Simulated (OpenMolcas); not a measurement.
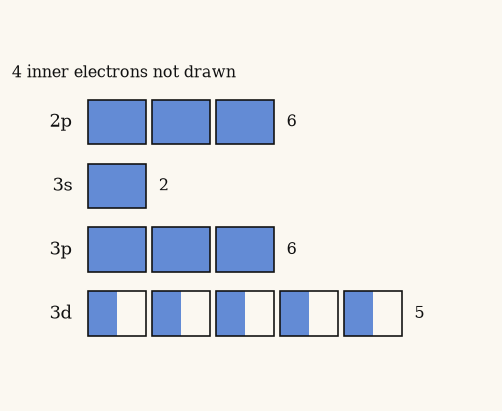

The outer shells of the leading configuration of the lowest level: a box for each of the 2l + 1 orbitals, shaded by the share of the shell that is filled, with the electron count at the right.

**Mn²⁺ complex: multiconfigurational calculation (part 1 of 2)**

- system: Mn²⁺ with 6 ligands (Cl; octahedron, 2.788 Å), embedded in NaCl by model potentials and point charges, whose field is part of the energies.
- method: state-averaged CASSCF, active space 5 electrons in the shell 3d, basis ANO-RCC-VDZP on the metal and ANO-RCC-VDZP on the ligands, DKH2 scalar Hamiltonian, spin-orbit coupling by RASSI with atomic mean-field integrals (OpenMolcas)

Results in brief:

- outcome: converged
- energy of the lowest spin-free term: −3925.34267 hartree
- energy of the lowest spin-orbit level: −3925.34274 hartree
- largest spread among components of a term: 0.0 cm⁻¹
- hardware: 1 thread of Arm Neoverse V1, 24 GiB of memory available, shared host
- wall time: 65 s
- peak memory: 0.18 GiB

Remarks:

Without dynamic correlation the splittings between terms come out too large, often by 20 to 50 %. To bear in mind: small active space favours high spin, ground spin may be wrong; the geometry is set by hand, with no relaxation.

The input:
```
&GATEWAY
Basis set
Mn.ANO-RCC-VDZP.
Mn1 0.0 0.0 0.0 Angstrom
End of basis
Basis set
Cl.ANO-RCC-VDZP.
L1 2.788000 0.000000 0.000000 Angstrom
L2 0.000000 2.788000 0.000000 Angstrom
L3 0.000000 0.000000 2.788000 Angstrom
End of basis
Basis set
Na.EMB-AIMP.Barandiaran.6s3p.1s1p.ECP.NaCl.
PseudoCharge
* 3 symmetry-unique lattice sites within 7.6 angstrom
End of basis
Basis set
Na.EMB-AIMP.Barandiaran.0s.0s.ECP.NaCl.
PseudoCharge
* 18 symmetry-unique lattice sites within 7.6 angstrom
End of basis
Basis set
Cl.EMB-AIMP.Barandiaran.0s.0s.ECP.NaCl.
PseudoCharge
* 16 symmetry-unique lattice sites within 7.6 angstrom
End of basis
Symmetry
XYZ
AngMom=0.0 0.0 0.0
AMFI
RICD
XField
1058 Angstrom 0
* Evjen-weighted lattice charges
&SEWARD
&RASSCF
FileOrb=start.orb
Symmetry=1
Spin=6
nActEl=5 0 0
Inactive=30 33
Ras2=5 0
CIRoot=1 1 1
SDav=1
CIMx=300
Iter=150 100
PrWF=0.3
OrbListing=Nothing
MaxOrb=0
LevShft=1.0
>>> COPY $Project.JobIph JOB001
&RASSCF
FileOrb=start.orb
Symmetry=1
Spin=4
nActEl=5 0 0
Inactive=30 33
Ras2=5 0
CIRoot=24 24 1
SDav=24
CIMx=300
Iter=150 100
PrWF=0.3
OrbListing=Nothing
MaxOrb=0
LevShft=1.0
>>> COPY $Project.JobIph JOB002
&RASSCF
FileOrb=start.orb
Symmetry=1
Spin=2
nActEl=5 0 0
Inactive=30 33
Ras2=5 0
CIRoot=75 75 1
SDav=75
CIMx=300
Iter=150 100
PrWF=0.3
OrbListing=Nothing
MaxOrb=0
LevShft=1.0
>>> COPY $Project.JobIph JOB003
&RASSI
NrOfJobIphs=3 1 24 75
1
1 2 3 4 5 6 7 8 9 10 11 12 13 14 15 16 17 18 19 20 21 22 23 24
1 2 3 4 5 6 7 8 9 10 11 12 13 14 15 16 17 18 19 20 21 22 23 24 25 26 27
28 29 30 31 32 33 34 35 36 37 38 39 40 41 42 43 44 45 46 47 48 49 50 51
52 53 54 55 56 57 58 59 60 61 62 63 64 65 66 67 68 69 70 71 72 73 74 75
IphNames
JOB001
JOB002
JOB003
EJob
SpinOrbit
DIPRint=1.0
SOCoupling=1000.0
Subsets=2
Property=9
'ANGMOM' 1 'ANGMOM' 2 'ANGMOM' 3 'MLTPL  1' 1 'MLTPL  1' 2 'MLTPL  1' 3
'AMFI' 1 'AMFI' 2 'AMFI' 3
SOProperty=3
'ANGMOM' 1 'ANGMOM' 2 'ANGMOM' 3
```

The file start.orb holds starting orbitals from an earlier step. A driver script formed the levels outside the program, from RASSI's spin-orbit matrix and the active-space energies, averaged over the components of each term or state.

Run as:
```bash
OMP_NUM_THREADS=1 MOLCAS_MEM=2457 MOLCAS_PROJECT=a pymolcas a.inp > a.log  # once for each step of the input, in one work folder
```

The program's output (extracts):
```
--- SEWARD ---
Basis set label: MN.ANO-RCC...5S4P2D1F.

      Electronic valence basis set:
      ------------------
      Associated Effective Charge  25.000000 au
      Associated Actual Charge     25.000000 au
      Nuclear Model: Point charge

      Shell  nPrim  nBasis  Cartesian Spherical Contaminant
         s      21       5        X
         p      15       4        X
         d      10       2                 X
         f       6       1                 X
                  Relativistic Douglas-Kroll-Hess integrals:
                    - DKH order of Hamiltonian: 2
                    - DKH order of Properties : 0
                  Atomic mean-field integrals
--- RASSCF ---
Wave function specifications:
      -----------------------------

      Number of closed shell electrons         126
      Number of electrons in active shells       5
      Max number of holes in RAS1 space          0
      Max nr of electrons in RAS3 space          0
      Number of inactive orbitals               63
      Number of active orbitals                  5
      Number of secondary orbitals              98
      Spin quantum number                      2.5
      State symmetry                             1
Orbital specifications:
      -----------------------

      Symmetry species                           1   2
                                                ag  au
      Frozen orbitals                            0   0
      Inactive orbitals                         30  33
      Active orbitals                            5   0
      RAS1 orbitals                              0   0
      RAS2 orbitals                              5   0
      RAS3 orbitals                              0   0
      Secondary orbitals                        46  52
      Deleted orbitals                           0   0
      Number of basis functions                 81  85
      Number of CSFs                             1
      Number of root(s) required                 1
      Iter CI   SX   CI       RASSCF       Energy    max ROT     max BLB   max BLB  Level Ln srch  Step   QN
          iter iter root      energy       change     param      element    value   shift minimum  type update
 Nr of preliminary CI iterations:   1
      Total energies have been shifted. Add                -3000.00 au
        1   1   10    1  -925.05391383    0.00E+00  -4.50E-02   33  74 2  1.80E-01*  1.00   0.00    SX    NO
        2   1   10    1  -925.27339894   -2.19E-01* -3.07E-02   11  34 2  9.67E-02*  0.83   0.00    SX    NO
        3   1    9    1  -925.32280811   -4.94E-02* -1.80E-02   11  34 2  5.50E-02*  0.79   0.00    SX    NO
        4   1    9    1  -925.33544028   -1.26E-02*  1.07E-02   11  34 2  3.20E-02*  0.76   0.00    SX    NO
        5   1    9    1  -925.33973783   -4.30E-03*  1.47E-02   33  36 2  1.96E-02*  0.75   2.50    LS   YES
        6   1    9    1  -925.34217675   -2.44E-03* -3.66E-03    5  45 2 -6.57E-03*  0.74   1.10    QN   YES
        7   1    8    1  -925.34253730   -3.61E-04* -2.73E-03    8  36 1  2.31E-03*  0.74   1.76    LS   YES
        8   1    8    1  -925.34261933   -8.20E-05* -1.34E-03    5  45 2  2.79E-03*  0.73   1.01    QN   YES
        9   1    7    1  -925.34266295   -4.36E-05*  4.89E-04   33  71 2  7.31E-04*  0.74   1.39    QN   YES
       10   1    7    1  -925.34267184   -8.89E-06*  1.70E-04    4  44 2  3.70E-04*  0.74   1.10    QN   YES
       11   1    6    1  -925.34267260   -7.57E-07* -7.38E-05   33  68 2  8.89E-05   0.74   1.39    QN   YES
       12   1    6    1  -925.34267278   -1.85E-07*  2.65E-05    4  44 2 -4.29E-05   0.74   1.22    QN   YES
       13   1    5    1  -925.34267280   -2.03E-08* -8.04E-06    4  44 2 -1.94E-05   0.74   1.25    QN   YES
       14   1    4    1  -925.34267280   -2.55E-09   1.56E-06   30  67 1  4.78E-06   0.74   1.15    QN   YES
      Convergence after 14 iterations
       15   1    4    1  -925.34267280   -2.86E-10   1.56E-06   30  67 1  1.59E-06   0.74   1.15    QN   YES
      Natural orbitals and occupation numbers for root  1
      sym 1:   1.000000   1.000000   1.000000   1.000000   1.000000
::    RASSCF root number  1 Total energy:  -3925.34267280
--- RASSCF ---
Wave function specifications:
      -----------------------------

      Number of closed shell electrons         126
      Number of electrons in active shells       5
      Max number of holes in RAS1 space          0
      Max nr of electrons in RAS3 space          0
      Number of inactive orbitals               63
      Number of active orbitals                  5
      Number of secondary orbitals              98
      Spin quantum number                      1.5
      State symmetry                             1
Orbital specifications:
      -----------------------

      Symmetry species                           1   2
                                                ag  au
      Frozen orbitals                            0   0
      Inactive orbitals                         30  33
      Active orbitals                            5   0
      RAS1 orbitals                              0   0
      RAS2 orbitals                              5   0
      RAS3 orbitals                              0   0
      Secondary orbitals                        46  52
      Deleted orbitals                           0   0
      Number of basis functions                 81  85
      Number of CSFs                            24
      Number of root(s) required                24
      Iter CI   SX   CI       RASSCF       Energy    max ROT     max BLB   max BLB  Level Ln srch  Step   QN
          iter iter root      energy       change     param      element    value   shift minimum  type update
 Nr of preliminary CI iterations:   1
      Total energies have been shifted. Add                -3000.00 au
        1   1    9    0  -925.16131094    0.00E+00  -1.18E-02   33  39 1 -2.32E-02*  0.74   0.00    SX    NO
        2   1    8    0  -925.16292761   -1.62E-03* -5.86E-03   19  46 2 -1.82E-02*  0.76   0.00    SX    NO
        3   1    8    0  -925.16320760   -2.80E-04*  2.69E-03   32  38 1 -3.29E-03*  0.76   0.00    SX    NO
        4   1    7    0  -925.16326877   -6.12E-05* -1.72E-03   19  46 2 -2.23E-03*  0.76   0.00    SX    NO
        5   1    7    0  -925.16328430   -1.55E-05* -1.48E-03   27  33 1  8.98E-04*  0.76   1.86    LS   YES
        6   1    7    0  -925.16328848   -4.18E-06*  5.15E-04   19  46 2  1.60E-03*  0.76   0.99    QN   YES
        7   1    6    0  -925.16329038   -1.90E-06* -7.20E-05   33  39 1  1.85E-04*  0.76   0.91    QN   YES
        8   1    6    0  -925.16329049   -1.11E-07* -6.62E-05   26  41 1 -5.64E-05   0.76   1.92    LS   YES
        9   1    6    0  -925.16329050   -1.15E-08*  3.28E-05   19  46 2  1.00E-04   0.76   0.63    QN   YES
       10   1    5    0  -925.16329052   -1.99E-08* -1.07E-05   33  36 2  1.54E-05   0.76   1.27    QN   YES
       11   1    5    0  -925.16329053   -3.47E-09   6.49E-06   19  46 2 -1.15E-05   0.76   1.17    QN   YES
      Convergence after 11 iterations
       12   1    5    0  -925.16329053   -6.94E-10   6.49E-06   19  46 2 -5.72E-06   0.76   1.17    QN   YES
      Natural orbitals and occupation numbers for root  1
      sym 1:   1.000044   0.999024   0.274762   1.725234   1.000935
      Natural orbitals and occupation numbers for root  2
      sym 1:   0.998678   1.725199   0.274794   1.000085   1.001244
      Natural orbitals and occupation numbers for root  3
      sym 1:   1.725237   0.999056   1.000906   1.000041   0.274760
::    RASSCF root number  1 Total energy:  -3925.20712877
::    RASSCF root number  2 Total energy:  -3925.20712877
::    RASSCF root number  3 Total energy:  -3925.20712877
::    RASSCF root number  4 Total energy:  -3925.20192471
::    RASSCF root number  5 Total energy:  -3925.20192471
::    RASSCF root number  6 Total energy:  -3925.20192471
::    RASSCF root number  7 Total energy:  -3925.20093730
::    RASSCF root number  8 Total energy:  -3925.20093730
::    RASSCF root number  9 Total energy:  -3925.20092016
::    RASSCF root number 10 Total energy:  -3925.17349829
::    RASSCF root number 11 Total energy:  -3925.17349829
::    RASSCF root number 12 Total energy:  -3925.17349829
::    RASSCF root number 13 Total energy:  -3925.16838019
::    RASSCF root number 14 Total energy:  -3925.16838019
::    RASSCF root number 15 Total energy:  -3925.16838019
::    RASSCF root number 16 Total energy:  -3925.16645507
::    RASSCF root number 17 Total energy:  -3925.16645507
::    RASSCF root number 18 Total energy:  -3925.10549302
::    RASSCF root number 19 Total energy:  -3925.10549302
::    RASSCF root number 20 Total energy:  -3925.10549302
::    RASSCF root number 21 Total energy:  -3925.10532800
::    RASSCF root number 22 Total energy:  -3925.10288826
::    RASSCF root number 23 Total energy:  -3925.10288826
::    RASSCF root number 24 Total energy:  -3925.10288826
--- RASSCF ---
Wave function specifications:
      -----------------------------

      Number of closed shell electrons         126
      Number of electrons in active shells       5
      Max number of holes in RAS1 space          0
      Max nr of electrons in RAS3 space          0
      Number of inactive orbitals               63
      Number of active orbitals                  5
      Number of secondary orbitals              98
      Spin quantum number                      0.5
      State symmetry                             1
Orbital specifications:
      -----------------------

      Symmetry species                           1   2
                                                ag  au
      Frozen orbitals                            0   0
      Inactive orbitals                         30  33
      Active orbitals                            5   0
      RAS1 orbitals                              0   0
      RAS2 orbitals                              5   0
      RAS3 orbitals                              0   0
      Secondary orbitals                        46  52
      Deleted orbitals                           0   0
      Number of basis functions                 81  85
      Number of CSFs                            75
      Number of root(s) required                75
      Iter CI   SX   CI       RASSCF       Energy    max ROT     max BLB   max BLB  Level Ln srch  Step   QN
          iter iter root      energy       change     param      element    value   shift minimum  type update
 Nr of preliminary CI iterations:   1
      Total energies have been shifted. Add                -3000.00 au
        1   1    8    0  -925.05688718    0.00E+00  -6.17E-03   35  41 1 -1.33E-02*  0.76   0.00    SX    NO
        2   1    8    0  -925.05749608   -6.09E-04*  3.58E-03   21  46 2 -1.06E-02*  0.77   0.00    SX    NO
        3   1    7    0  -925.05762136   -1.25E-04* -1.82E-03   26  35 1 -1.83E-03*  0.76   0.00    SX    NO
        4   1    7    0  -925.05765452   -3.32E-05* -1.21E-03   21  46 2 -1.34E-03*  0.76   0.00    SX    NO
        5   1    7    0  -925.05766469   -1.02E-05* -1.37E-03   26  35 1 -6.91E-04*  0.76   2.14    LS   YES
        6   1    7    0  -925.05766865   -3.97E-06* -3.14E-04   21  46 2  1.31E-03*  0.76   0.99    QN   YES
        7   1    6    0  -925.05766975   -1.09E-06* -6.46E-05   35  41 1  1.70E-04*  0.76   0.88    QN   YES
        8   1    6    0  -925.05766984   -8.95E-08* -4.78E-05   22  36 1 -5.48E-05   0.76   1.74    LS   YES
        9   1    6    0  -925.05766985   -9.77E-09  -2.81E-05   21  46 2  9.98E-05   0.76   0.70    QN   YES
      Convergence after  9 iterations
       10   1    6    0  -925.05766986   -1.36E-08* -2.81E-05   22  36 1 -2.79E-05   0.76   0.70    QN   YES
      Natural orbitals and occupation numbers for root  1
      sym 1:   1.560873   0.377733   1.039586   1.578219   0.443589
      Natural orbitals and occupation numbers for root  2
      sym 1:   0.443295   0.377815   1.578443   1.561227   1.039219
      Natural orbitals and occupation numbers for root  3
      sym 1:   1.087713   0.490603   1.529856   1.530102   0.361726
::    RASSCF root number  1 Total energy:  -3925.14945619
::    RASSCF root number  2 Total energy:  -3925.14945619
::    RASSCF root number  3 Total energy:  -3925.14945619
::    RASSCF root number  4 Total energy:  -3925.14578065
::    RASSCF root number  5 Total energy:  -3925.14527209
::    RASSCF root number  6 Total energy:  -3925.14527209
::    RASSCF root number  7 Total energy:  -3925.14527209
::    RASSCF root number  8 Total energy:  -3925.14355180
::    RASSCF root number  9 Total energy:  -3925.14355180
::    RASSCF root number 10 Total energy:  -3925.14355180
::    RASSCF root number 11 Total energy:  -3925.14224534
::    RASSCF root number 12 Total energy:  -3925.14224534
::    RASSCF root number 13 Total energy:  -3925.14138974
::    RASSCF root number 14 Total energy:  -3925.12433732
::    RASSCF root number 15 Total energy:  -3925.12433732
::    RASSCF root number 16 Total energy:  -3925.12433732
::    RASSCF root number 17 Total energy:  -3925.11770468
::    RASSCF root number 18 Total energy:  -3925.11770468
::    RASSCF root number 19 Total energy:  -3925.11158475
::    RASSCF root number 20 Total energy:  -3925.11158475
::    RASSCF root number 21 Total energy:  -3925.11158475
::    RASSCF root number 22 Total energy:  -3925.10665282
::    RASSCF root number 23 Total energy:  -3925.10560833
::    RASSCF root number 24 Total energy:  -3925.10560833
::    RASSCF root number 25 Total energy:  -3925.10560833
::    RASSCF root number 26 Total energy:  -3925.09755448
::    RASSCF root number 27 Total energy:  -3925.09755448
::    RASSCF root number 28 Total energy:  -3925.09755448
::    RASSCF root number 29 Total energy:  -3925.09532836
::    RASSCF root number 30 Total energy:  -3925.09532836
```

(Continued in part 2.)
